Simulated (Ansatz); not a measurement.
# Lattice dynamics of PIr2 (Fm-3m)

Wanted: phonon frequencies of PIr2 (Fm-3m) and what follows from them.

Method: DFT PBEsol, scalar-relativistic, plane waves, PAW; PAW set soft_1, in Ansatz 0.2.0.

The database entry behind the starting cell differs from later determinations by our own check (0.1 to 0.3 % short, probably kX units), so it need not match the best structure at ambient conditions.

## Step 1: Starting point

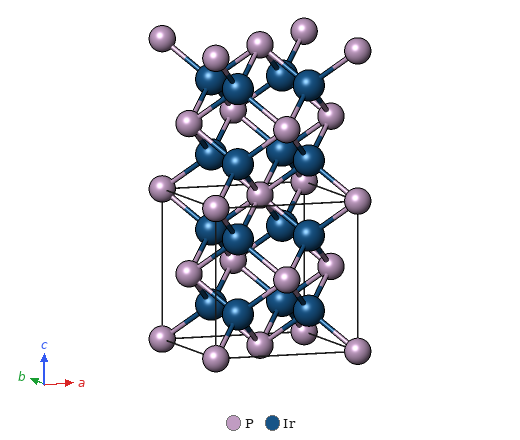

Start, viewed slightly off an axis; phosphorus pink, iridium blue. 1×1×2 cells are drawn. This picture shows the conventional cell, with its axes. Some periodic images of atoms are drawn too.

As a file:

```cif
data_structure
_symmetry_space_group_name_H-M 'P 1'
_symmetry_Int_Tables_number 1
_cell_length_a 3.9138
_cell_length_b 3.9138
_cell_length_c 3.9138
_cell_angle_alpha 60.000
_cell_angle_beta 60.000
_cell_angle_gamma 60.000
_cell_volume 42.39
loop_
_atom_site_label
_atom_site_type_symbol
_atom_site_fract_x
_atom_site_fract_y
_atom_site_fract_z
_atom_site_occupancy
P1 P 0.00000 0.00000 0.00000 1
Ir2 Ir 0.25000 0.25000 0.25000 1
Ir3 Ir 0.75000 0.75000 0.75000 1
```

## Step 2: Bringing the structure to rest

Harmonic phonons are second derivatives at a point where the forces vanish, and they are wanted at zero stress, so atoms and cell are relaxed first.

Contents of input.yaml:

```yaml
crystal:
  lattice:
    - [0.0, 2.7675, 2.7675]
    - [2.7675, 0.0, 2.7675]
    - [2.7675, 2.7675, 0.0]
  atoms:
    - { symbol: P, position: [0.0, 0.0, 0.0] }
    - { symbol: Ir, position: [0.25, 0.25, 0.25] }
    - { symbol: Ir, position: [0.75, 0.75, 0.75] }
kpoints:
  mp_grid: { grid: [14, 14, 14] }
hamiltonian:
  xc: pbesol
  pseudopotentials: { kind: paw, azcp: { folder: soft_1 }, xc_functional: pbe }
scf:
  occupations: { method: gaussian, width: 0.1 }
output:
  forces: true
  stress: true
  eigenvalues: true
  write_density: true
  write_potential: true
  elf: true
  volumetric_format: npy
relax:
  adjacent_minimum: "off"
  f_tol: 0.005
  max_steps: 80
  cell: { stress_tol: 0.05 }
```

Started as:

```console
ansatz run input.yaml --threads 4 --pin off --max-ram 10240MiB --backend cpu --events-out ev --progress --plain --runs-dir out
```

Numbers of over 12 decimals in the logs are rounded to 6 here.

Output:

```text
Engine: ansatz 0.2.0, aarch64-unknown-linux-gnu
Pseudopotentials: kind: paw
Pseudopotential: P, paw, valence charge 5, recommended cutoff 420 eV (normal), soft_1/P.paw.azcp
Pseudopotential: Ir, paw, valence charge 17, recommended cutoff 420 eV (normal), soft_1/Ir.paw.azcp
Functional definition: PBEsol
  exchange = pbesol_x
  correlation = pbesol_c
Crystal: 3 atoms, lattice volume = 42.393 Å³
Basis set: ecut = 420 eV, 869 PW (Γ), exchange–correlation on 54×54×54 points (8 copies of the dense FFT grid, shifted against one another)
Bands: 24, of which v1, the nominal top of the filled ones, is band 20 counted from 1 (19 counted from 0)
Symmetry: 48 space group operations
Space group: Fm-3m (ITA 225), of the structure as read, at distance tolerance 3.5e-5 Å
k-points: 104 of 2744
Non-local potential: P, projectors of the file, l = 0: 2, l = 1: 2, l = 2: 1
Non-local potential: Ir, projectors of the file, l = 0: 3, l = 1: 2, l = 2: 2, l = 3: 1
PAW form: soft (Blöchl's): semilocal exchange-correlation on the pseudo side does not see the compensation charge
PAW frozen core: P, regenerated for the run's functional, and the local potential with it (the file was generated under x = pbe(κ = 0.804, μ = 0.219515), c = pbe(β = 0.066725))
PAW frozen core: Ir, regenerated for the run's functional, and the local potential with it (the file was generated under x = pbe(κ = 0.804, μ = 0.219515), c = pbe(β = 0.066725))
PAW one-centre angular grid: P, 110 points (default); XC on 64 Gauss nodes
PAW one-centre angular grid: Ir, 590 points (default); XC on 64 Gauss nodes
Initial density: superposition of atomic densities (chi_scale 0.1, normalization cell, long waves kept (reshape's long-wave potential 0.00 eV rms))
Initial wavefunctions: pseudopotential atomic-orbital guess
Functional: x = pbesol(κ = 0.804, μ = 0.123457), c = pbesol(β = 0.046)
SCF iter   1: F=—  HF=-24342.439399 eV  |F-HF|=—  |Δ(HF+E_count)|=         —  Δρ=4.66e-2  dr2=4.36e-1  ethr=3.10e-3  ⟨swp⟩=5.6  Hψ=10967  notcnv=0
preconditioner: auto → Kerker (q_TF=auto, 2.691 Å⁻¹)  [metal: Δε(μ)=0.074 eV  Ē_g=8.658 eV  σ=0.100 eV  W_gap=0.40  n_scr=14 (ndim 8)  ℏωp=27.4 eV  f_vac=0.000  D(μ)=0.60/eV (n_scr^D=0)]
SCF iter   2: F=—  HF=-24342.324847 eV  |F-HF|=—  |Δ(HF+E_count)|=   1.15e-1  Δρ=2.76e-2  dr2=1.79e-1  ethr=1.12e-3  ⟨swp⟩=2.0  Hψ=3749  notcnv=0  defer=29
SCF iter   3: F=—  HF=-24342.250934 eV  |F-HF|=—  |Δ(HF+E_count)|=   7.39e-2  Δρ=3.53e-3  dr2=7.40e-3  ethr=4.59e-4  ⟨swp⟩=2.0  Hψ=3944  notcnv=0  defer=31
SCF iter   4: F=—  HF=-24342.249195 eV  |F-HF|=—  |Δ(HF+E_count)|=   1.74e-3  Δρ=1.26e-3  dr2=8.38e-4  ethr=1.90e-5  ⟨swp⟩=2.1  Hψ=3470  notcnv=0  defer=31
SCF iter   5: F=—  HF=-24342.249133 eV  |F-HF|=—  |Δ(HF+E_count)|=   6.14e-5  Δρ=3.87e-4  dr2=9.10e-5  ethr=2.15e-6  ⟨swp⟩=2.2  Hψ=3858  notcnv=0  defer=31
SCF iter   6: F=—  HF=-24342.249150 eV  |F-HF|=—  |Δ(HF+E_count)|=   1.67e-5  Δρ=7.97e-5  dr2=2.24e-6  ethr=2.33e-7  ⟨swp⟩=2.1  Hψ=3464  notcnv=0  defer=32
SCF iter   7: F=-24342.249151 eV  HF=-24342.249151 eV  |F-HF|=1.81e-8  |Δ(HF+E_count)|=   6.46e-7  Δρ=1.48e-5  dr2=9.64e-8  ethr=2.56e-10  ⟨swp⟩=9.5  Hψ=18900  notcnv=0
SCF 1 converged in 7 iterations: F = -24342.249151 eV  dr2 = 9.64e-8
  greatest PAW one-centre occupation: 1.000 electrons in one spin orbital (limit 2), on the Ir atom at site 2 (counted from 0), in its partial waves of l = 0
relax step   1: F+E_penalty+E_count = -24342.24915054 eV  Δ(F+E_penalty+E_count) = +0.000e0 eV  max|allowed force component| = 9.252e-18 eV/Å  Δτ_max = 0.0000 Å  P = -0.447 GPa  Ω = 42.393 Å³  (7 SCF iters, dr2 threshold 1.00e-7 eV, accepted)
Crystal: 3 atoms, lattice volume = 42.308 Å³
Initial density: handed on by an earlier stage of this run
Initial wavefunctions: those handed on with the density
iter 1 solved again at ethr=3.10e-8 eV; its pass at ethr=3.10e-3 eV (dr2=1.21e-5 eV) is discarded
SCF iter   1: F=—  HF=-24342.249251 eV  |F-HF|=—  |Δ(HF+E_count)|=         —  Δρ=1.54e-4  dr2=1.45e-5  ethr=3.10e-8  ⟨swp⟩=2.5  Hψ=13533  notcnv=0
preconditioner: auto → Kerker (q_TF=auto, 2.692 Å⁻¹)  [metal: Δε(μ)=0.048 eV  Ē_g=8.606 eV  σ=0.100 eV  W_gap=0.26  n_scr=14 (ndim 8)  ℏωp=27.4 eV  f_vac=0.001  D(μ)=0.65/eV (n_scr^D=0)]
SCF iter   2: F=—  HF=-24342.249258 eV  |F-HF|=—  |Δ(HF+E_count)|=   6.73e-6  Δρ=9.23e-5  dr2=5.63e-6  ethr=3.10e-8  ⟨swp⟩=1.0  Hψ=2496  notcnv=0
SCF iter   3: F=—  HF=-24342.249257 eV  |F-HF|=—  |Δ(HF+E_count)|=   1.48e-6  Δρ=1.96e-5  dr2=3.03e-7  ethr=1.44e-8  ⟨swp⟩=2.1  Hψ=3440  notcnv=0
iter 4 did not close the SCF: its close was put off for the readings that it lacked (scf_convergence_deferred on its scf_iter line)
SCF iter   4: F=-24342.249256 eV  HF=-24342.249256 eV  |F-HF|=6.55e-10  |Δ(HF+E_count)|=   5.19e-8  Δρ=5.88e-6  dr2=1.36e-8  ethr=7.78e-10  ⟨swp⟩=2.0  Hψ=3562  notcnv=0
iter 5 did not close the SCF: its close was put off for the readings that it lacked (scf_convergence_deferred on its scf_iter line)
SCF iter   5: F=-24342.249256 eV  HF=-24342.249256 eV  |F-HF|=4.47e-10  |Δ(HF+E_count)|=   1.80e-9  Δρ=1.81e-6  dr2=1.82e-9  ethr=3.49e-11  ⟨swp⟩=2.2  Hψ=3738  notcnv=0
SCF iter   6: F=-24342.249256 eV  HF=-24342.249256 eV  |F-HF|=1.46e-11  |Δ(HF+E_count)|=  1.64e-10  Δρ=3.52e-7  dr2=5.49e-11  ethr=4.67e-12  ⟨swp⟩=5.5  Hψ=13331  notcnv=0
SCF 2 converged in 6 iterations: F = -24342.249256 eV  dr2 = 5.49e-11
relax step   2: F+E_penalty+E_count = -24342.24925647 eV  Δ(F+E_penalty+E_count) = -1.059e-4 eV  max|allowed force component| = 1.234e-16 eV/Å  Δτ_max = 0.0000 Å  P = +0.164 GPa  Ω = 42.308 Å³  energy of the carried Pulay correction = +3.023e-5 eV  (6 SCF iters, dr2 threshold 3.00e-7 eV, accepted)
Crystal: 3 atoms, lattice volume = 42.331 Å³
iter 1 solved again at ethr=2.38e-9 eV; its pass at ethr=3.10e-3 eV (dr2=9.29e-7 eV) is discarded
SCF iter   1: F=—  HF=-24342.249251 eV  |F-HF|=—  |Δ(HF+E_count)|=         —  Δρ=4.33e-5  dr2=1.15e-6  ethr=2.38e-9  ⟨swp⟩=2.1  Hψ=12711  notcnv=0
preconditioner: auto → Kerker (q_TF=auto, 2.691 Å⁻¹)  [metal: Δε(μ)=0.047 eV  Ē_g=8.601 eV  σ=0.100 eV  W_gap=0.26  n_scr=14 (ndim 8)  ℏωp=27.4 eV  f_vac=0.001  D(μ)=0.65/eV (n_scr^D=0)]
SCF iter   2: F=—  HF=-24342.249260 eV  |F-HF|=—  |Δ(HF+E_count)|=   9.09e-6  Δρ=2.60e-5  dr2=4.50e-7  ethr=2.38e-9  ⟨swp⟩=1.0  Hψ=2496  notcnv=0
iter 3 did not close the SCF: its close was put off for the readings that it lacked (scf_convergence_deferred on its scf_iter line)
SCF iter   3: F=-24342.249260 eV  HF=-24342.249260 eV  |F-HF|=9.38e-9  |Δ(HF+E_count)|=   1.27e-7  Δρ=5.39e-6  dr2=2.16e-8  ethr=1.15e-9  ⟨swp⟩=2.0  Hψ=3436  notcnv=0
iter 4 did not close the SCF: its close was put off for the readings that it lacked (scf_convergence_deferred on its scf_iter line)
SCF iter   4: F=-24342.249260 eV  HF=-24342.249260 eV  |F-HF|=8.59e-10  |Δ(HF+E_count)|=   4.29e-9  Δρ=2.09e-6  dr2=2.11e-9  ethr=5.53e-11  ⟨swp⟩=2.0  Hψ=3597  notcnv=0
iter 5 did not close the SCF: its close was put off for the readings that it lacked (scf_convergence_deferred on its scf_iter line)
SCF iter   5: F=-24342.249260 eV  HF=-24342.249260 eV  |F-HF|=9.09e-11  |Δ(HF+E_count)|=  1.31e-10  Δρ=6.69e-7  dr2=2.49e-10  ethr=5.40e-12  ⟨swp⟩=2.1  Hψ=3603  notcnv=0
SCF iter   6: F=-24342.249260 eV  HF=-24342.249260 eV  |F-HF|=3.64e-12  |Δ(HF+E_count)|=    0.00e0  Δρ=1.64e-7  dr2=1.46e-11  ethr=1.00e-12  ⟨swp⟩=4.6  Hψ=12101  notcnv=0
SCF 3 converged in 6 iterations: F = -24342.249260 eV  dr2 = 1.46e-11
relax step   3: F+E_penalty+E_count = -24342.24925992 eV  Δ(F+E_penalty+E_count) = -3.455e-6 eV  max|allowed force component| = 1.742e-16 eV/Å  Δτ_max = 0.0000 Å  P = -0.001 GPa  Ω = 42.331 Å³  energy of the carried Pulay correction = +2.213e-5 eV  (6 SCF iters, accepted)
Initial wavefunctions: pseudopotential atomic-orbital guess (no wavefunctions were taken with the density)
iter 1 solved again at ethr=4.98e-7 eV; its pass at ethr=3.10e-3 eV (dr2=1.94e-4 eV) is discarded
SCF iter   1: F=—  HF=-24342.249228 eV  |F-HF|=—  |Δ(HF+E_count)|=         —  Δρ=2.87e-6  dr2=7.24e-10  ethr=4.98e-7  ⟨swp⟩=3.0  Hψ=17835  notcnv=0
eigensolver tolerance schedule: the retry pair's looser diagonalisation over-reported the residual by 268569.46 of it (diagonalisation noise at an unbounded share of the residual, at the tolerance the schedule requests for it); recorded, not acted on — ethr = c·dr2/N_el stays at c = 1.0e-1
preconditioner: auto → Kerker (q_TF=auto, 2.691 Å⁻¹)  [metal: Δε(μ)=0.048 eV  Ē_g=8.601 eV  σ=0.100 eV  W_gap=0.26  n_scr=14 (ndim 8)  ℏωp=27.4 eV  f_vac=0.001  D(μ)=0.65/eV (n_scr^D=0)]
SCF iter   2: F=—  HF=-24342.249239 eV  |F-HF|=—  |Δ(HF+E_count)|=   1.13e-5  Δρ=1.60e-6  dr2=1.81e-10  ethr=1.86e-12  ⟨swp⟩=4.0  Hψ=7045  notcnv=0
iter 3 did not close the SCF: its close was put off for the readings that it lacked (scf_convergence_deferred on its scf_iter line)
SCF iter   3: F=-24342.249239 eV  HF=-24342.249239 eV  |F-HF|=1.09e-11  |Δ(HF+E_count)|=  7.28e-11  Δρ=4.59e-7  dr2=1.46e-11  ethr=1.00e-12  ⟨swp⟩=1.0  Hψ=2496  notcnv=0
iter 4 did not close the SCF: its close was put off for the readings that it lacked (scf_convergence_deferred on its scf_iter line)
SCF iter   4: F=-24342.249239 eV  HF=-24342.249239 eV  |F-HF|=7.28e-12  |Δ(HF+E_count)|=    0.00e0  Δρ=2.83e-8  dr2=2.39e-13  ethr=1.00e-12  ⟨swp⟩=1.0  Hψ=2496  notcnv=0
iter 5 did not close the SCF: its close was put off for the readings that it lacked (scf_convergence_deferred on its scf_iter line)
SCF iter   5: F=-24342.249239 eV  HF=-24342.249239 eV  |F-HF|=7.28e-12  |Δ(HF+E_count)|=  1.09e-11  Δρ=9.19e-9  dr2=3.53e-14  ethr=1.00e-12  ⟨swp⟩=1.0  Hψ=2496  notcnv=0
iter 6 did not close the SCF: its close was put off for the readings that it lacked (scf_convergence_deferred on its scf_iter line)
SCF iter   6: F=-24342.249239 eV  HF=-24342.249239 eV  |F-HF|=0.00e0  |Δ(HF+E_count)|=  7.28e-12  Δρ=2.19e-9  dr2=3.17e-15  ethr=1.00e-12  ⟨swp⟩=1.0  Hψ=2496  notcnv=0
SCF iter   7: F=-24342.249239 eV  HF=-24342.249239 eV  |F-HF|=0.00e0  |Δ(HF+E_count)|=  3.64e-12  Δρ=9.45e-10  dr2=3.81e-16  ethr=1.00e-12  ⟨swp⟩=2.3  Hψ=7328  notcnv=0
SCF 4 converged in 7 iterations: F = -24342.249239 eV  dr2 = 3.81e-16
relax step   4: F+E_penalty+E_count = -24342.24923886 eV  Δ(F+E_penalty+E_count) = +2.106e-5 eV  max|allowed force component| = 1.527e-16 eV/Å  Δτ_max = 0.0000 Å  P = -0.001 GPa  Ω = 42.331 Å³  stress off target by 5.58e-4 GPa  SCF on the basis re-selected at this cell (its energy is not comparable with the rows above)  (7 SCF iters)
basis re-selected at this cell: Δ(F+E_penalty+E_count) = +2.106e-5 eV, ΔP = +0.000 GPa vs the last step (what re-selecting the basis moved, of the pressure what is left beyond the Pulay correction that the steps carried, after the strain that the cell walked since its last selection, with what the two solves' SCF thresholds leave and, on support functions, any second-order correction that the steps lacked; it is no m [...]
SCF converged after 7 iterations
Free energy (F): -24342.249239 eV
Harris-Foulkes:  -24342.249239 eV  (|F-HF|=0.00e0)
Internal energy: -24342.245967 eV  (E = F + TS)
E sigma→0 (E₀):  -24342.247603 eV
Entropy (-TS):   -0.003272 eV (-1.091 meV/atom)
Fermi energy:    20.592129 eV
--- Per-component energies (eV) ---
  E_band       = -264.184423
  E_kinetic    = 1163.845969
  E_local      = -2934.071622  (includes V_loc(G=0)·N_el)
  E_nonlocal   = 416.776385
  E_hartree    = 1122.194860
  E_xc         = -534.732328
  E_vxc        = -579.771804  (∫ρ·V_xc dr)
  E_paw        = -18804.281697  (= ΣΔE_a)
  E_vpaw       = -575.353813  (= ΣTr[D̂ρ^β])
  E_aug_tail   = 0.000742  (compensation charges beyond the density's cutoff)
  E_ewald      = -4772.555069
  E_core_change = 0.576792  (= ΣΔE_core)
  E_smearing   = -0.003272  (= −TS)
  E_closure    = -0.000000  (closes the sum)
  Σ components = -24342.249239   (vs F -24342.249239, Δ=0.00e0)
--- Forces (eV/Å), atoms counted from 1 ---
  atom   1  P      0.00000000    -0.00000000     0.00000000
  atom   2  Ir     0.00000000    -0.00000000    -0.00000000
  atom   3  Ir     0.00000000     0.00000000     0.00000000
  max |Σ_I F_I| component: 2.78e-17 eV/Å
--- Stress (GPa, compression-positive) ---
       -0.000558       0.000000      -0.000000
        0.000000      -0.000558       0.000000
        0.000000       0.000000      -0.000558
  P = ⅓ Tr σ = -0.0006 GPa (-0.006 kbar)
--- Band table (eV; the first three rows and the last of 104) ---
  k-point 0: bands = [... 16 lower, 20.0531, 20.9814, 22.2318, 22.2318, 25.0381, 25.0381, 25.0381, 25.5521]
  k-point 1: bands = [... 16 lower, 19.9637, 21.1512, 21.9441, 21.9441, 24.4689, 24.9549, 24.9549, 25.6620]
  k-point 2: bands = [... 16 lower, 19.7005, 21.2882, 21.2882, 21.6228, 23.2285, 24.9133, 24.9133, 25.8897]
  k-point 103: bands = [... 16 lower, 18.1948, 18.7489, 19.2237, 19.6634, 22.4213, 22.4297, 27.4784, 28.1781]
--- Relaxed structure (3 steps of the walk, 3 accepted, 1 SCFs on fresh bases) ---
  F+E_penalty+E_count = -24342.24923886 eV   max|allowed force component| = 1.527e-16 eV/Å   (the final SCF, on the basis selected at the relaxed cell)
  cell:  # Å, volume = 42.3306 Å³
    - [0, 2.766145, 2.766145]
    - [2.766145, 0, 2.766145]
    - [2.766145, 2.766145, 0]
  atoms:
    - { symbol: P, position: [0, 0, 0] }
    - { symbol: Ir, position: [0.25, 0.25, 0.25] }
    - { symbol: Ir, position: [0.750000, 0.750000, 0.750000] }
```

It took 5.1 s on 4 threads of Arm Neoverse V2, shared host; peak memory 0.41 GiB; 19 s of CPU time.

Little changed from the start: no atom moved by 0.005 Å and no cell edge by 0.1 %.

This step gave:

```yaml
pressure: -5.58e-4 GPa
volume_per_atom: 14.11 Å³
gap_on_the_k_mesh: 0 eV
```

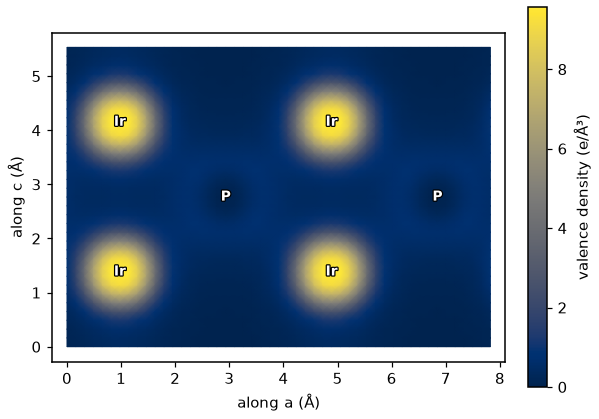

Valence density in the ac plane of a cell with a along [110], b along [-110] and c along [001] of the cube at fractional y = 0.000, with atoms of P and Ir within 0.2 Å of it. It is the smooth field of the valence electrons, not physical close to the nuclei. The map starts off the cell's origin, so that atoms lie inside it.

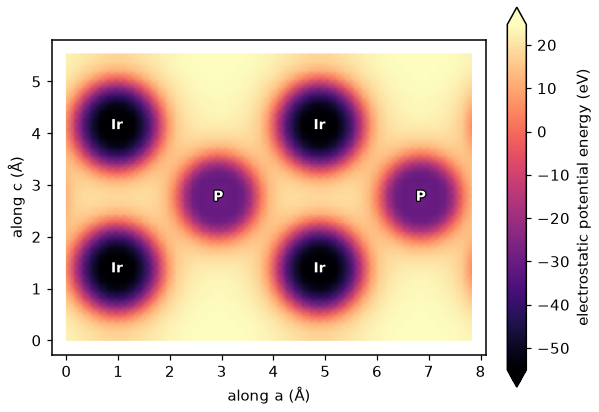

Electrostatic potential energy in the ac plane of a cell with a along [110], b along [-110] and c along [001] of the cube at fractional y = 0.000, with atoms of P and Ir within 0.2 Å of it. With pseudopotentials it is smooth inside the atoms' cores, unlike the true potential. The map starts off the cell's origin, so that atoms lie inside it.

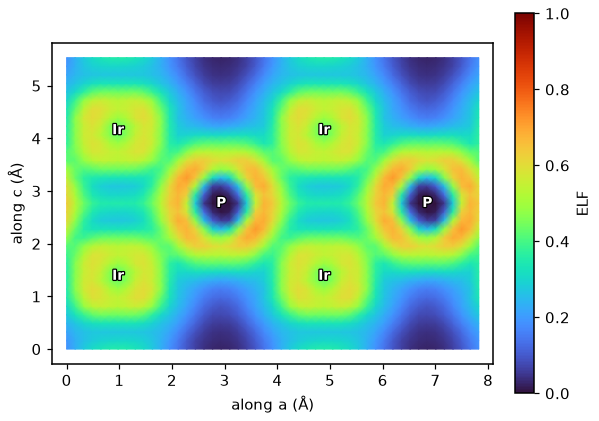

ELF in the ac plane of a cell with a along [110], b along [-110] and c along [001] of the cube at fractional y = 0.000, with atoms of P and Ir within 0.2 Å of it. It is the smooth field of the valence electrons, not physical close to the nuclei. The map starts off the cell's origin, so that atoms lie inside it.

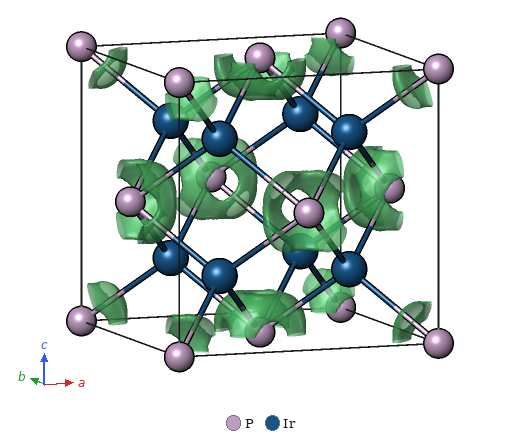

Surface of ELF = 0.63.

In this step the volume went from 14.13 to 14.11 Å³/atom.

## Step 3: Relaxing to small forces for the phonons

Phonons need a cell at rest on their own settings, so the relaxation is repeated with tight tolerances on forces and stress on the k mesh and occupations of the first response run.

Contents of input.yaml:

```yaml
crystal:
  lattice:
    - [0.0, 2.7661450081, 2.7661450081]
    - [2.7661450081, 0.0, 2.7661450081]
    - [2.7661450081, 2.7661450081, 0.0]
  atoms:
    - { symbol: P, position: [0.0, 0.0, 0.0] }
    - { symbol: Ir, position: [0.25, 0.25, 0.25] }
    - { symbol: Ir, position: [0.75, 0.75, 0.75] }
kpoints:
  mp_grid: { grid: [16, 16, 16] }
hamiltonian:
  xc: pbesol
  pseudopotentials: { kind: paw, azcp: { folder: soft_1 }, xc_functional: pbe }
scf:
  occupations: { method: methfessel_paxton, width: 0.2 }
output:
  forces: true
  stress: true
  eigenvalues: true
relax:
  adjacent_minimum: "off"
  f_tol: 0.001
  max_steps: 60
  cell: { stress_tol: 0.01 }
```

Output:

```text
[...]
Crystal: 3 atoms, lattice volume = 42.331 Å³
Basis set: ecut = 420 eV, 869 PW (Γ), exchange–correlation on 54×54×54 points (8 copies of the dense FFT grid, shifted against one another)
Bands: 24, of which v1, the nominal top of the filled ones, is band 20 counted from 1 (19 counted from 0)
Symmetry: 48 space group operations
[...]
k-points: 145 of 4096
[...]
k-point 144: bands = [... 16 lower, 18.0342, 18.8136, 19.1965, 19.5843, 22.4323, 22.4323, 27.9468, 27.9468]
--- Relaxed structure (2 steps of the walk, 2 accepted, 1 SCFs on fresh bases) ---
[...]
cell:  # Å, volume = 42.3335 Å³
    - [0, 2.766207, 2.766207]
    - [2.766207, 0, 2.766207]
    - [2.766207, 2.766207, 0]
  atoms:
    - { symbol: P, position: [0, 0, 0] }
    - { symbol: Ir, position: [0.25, 0.25, 0.25] }
    - { symbol: Ir, position: [0.750000, 0.750000, 0.750000] }
[key lines of the parts left out:]
SCF converged after 4 iterations
Free energy (F): -24342.245802 eV
Fermi energy:    20.596414 eV
P = ⅓ Tr σ = -0.0064 GPa (-0.064 kbar)
```

Elapsed: 4.7 s, on 4 threads; peak memory 0.43 GiB.

Little changed from the start: no atom moved by 0.005 Å and no cell edge by 0.1 %.

This step gave:

```yaml
pressure: -0.006431 GPa
```

The forces vanish by symmetry and the pressure is -0.006 GPa, within the tolerances set. The cell now holds 14.11 Å³/atom.

(Continued in part 2 of 2.)

[Logs are printed without paths, hosts, clocks, repeated set-up lines and the standing remarks that a program may print on its own settings, such as how far it seeks lower states.]

[Hosts, paths, dates, database ids (printed as entryN), source tags and the programs' standing remarks are cut or masked in the printed files.]
